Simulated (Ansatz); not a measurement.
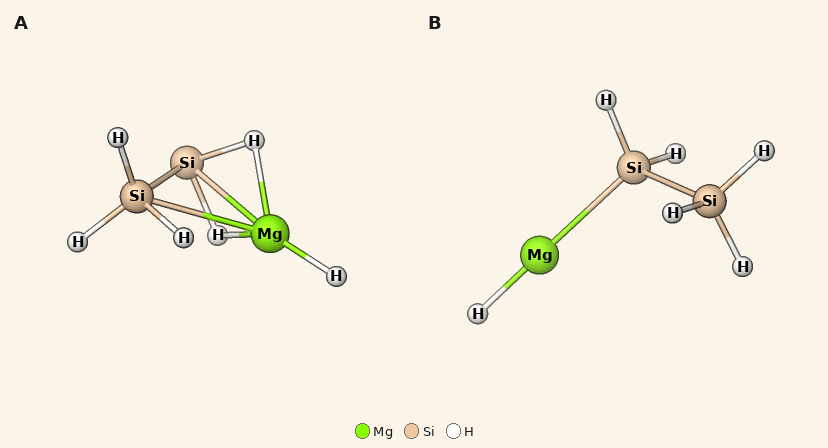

2 stationary structures of one formula. Geometries: PBE0-D4/def2-TZVP. Electronic energies: RHF-CCSD(T) (frozen core)/def2-TZVPP (Ansatz 0.2.0), without zero-point energy. No frequency run is at hand to confirm each as a minimum. Each is one conformer, not always the lowest.

**Which is lowest in energy, and by how much?**

B is lowest; A lies 5.9 kcal/mol above it.

Give E(B) − E(A) in kcal/mol at these levels too: ωB97M-V/def2-TZVPP; r2SCAN-D4/def2-TZVPP; PBE0-D4/def2-TZVP; PBE0-D4/def2-TZVPP; PBE-D4/def2-TZVPP; B3LYP-D4/def2-TZVPP; RHF-CCSD(T) (frozen core)/def2-TZVPP.

| level | E(B) − E(A) (kcal/mol) |
| --- | --- |
| ωB97M-V/def2-TZVPP | −3.9 |
| r2SCAN-D4/def2-TZVPP | −4.1 |
| PBE0-D4/def2-TZVP | −5.6 |
| PBE0-D4/def2-TZVPP | −5.4 |
| PBE-D4/def2-TZVPP | −3.7 |
| B3LYP-D4/def2-TZVPP | −6.9 |
| RHF-CCSD(T) (frozen core)/def2-TZVPP | −5.9 |
